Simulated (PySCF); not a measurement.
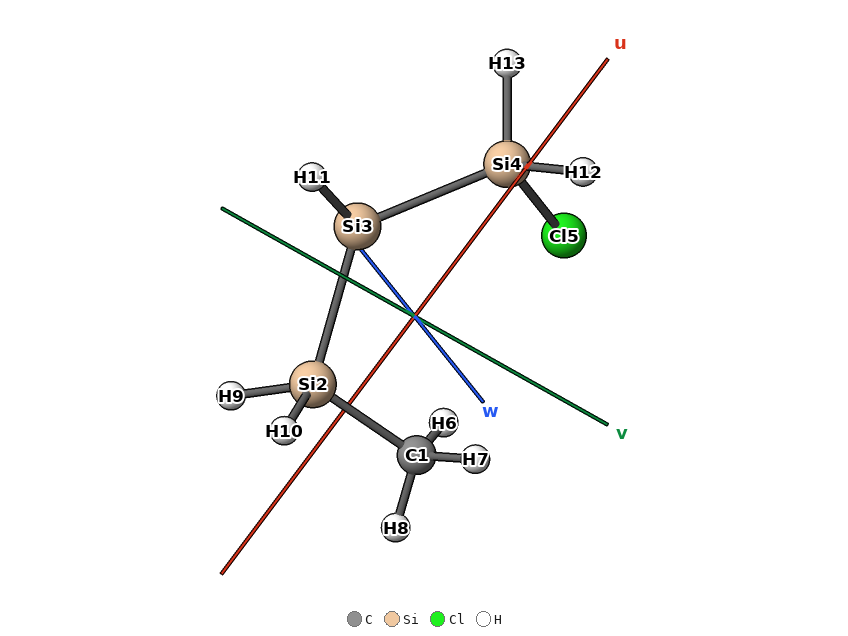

The lines u, v and w are the principal axes of the g tensor. The species is neutral and a spin doublet. The geometry was computed by an optimisation with GFN2-xTB. No frequency run is at hand to confirm it as a minimum. Properties computed with UKS B3LYP, pcH-1 on C Cl H Si, non-relativistic, mean-field spin-orbit, GIAO (PySCF 2.14.0).

Question. Along which axis does g lie farthest from the free-electron value?

Answer. Along v: the shift is 4663 ppm.

Give the principal values and shifts.

| axis | g | shift (ppm) |
| --- | --- | --- |
| u | 2.00475 | 2435 |
| v | 2.00698 | 4663 |
| w | 2.00206 | −264 |

The geometry is semi-empirical. Around Si such bond lengths and angles can be off by a tenth of an ångström or more and by several degrees, and values that hang on the shape move with them.
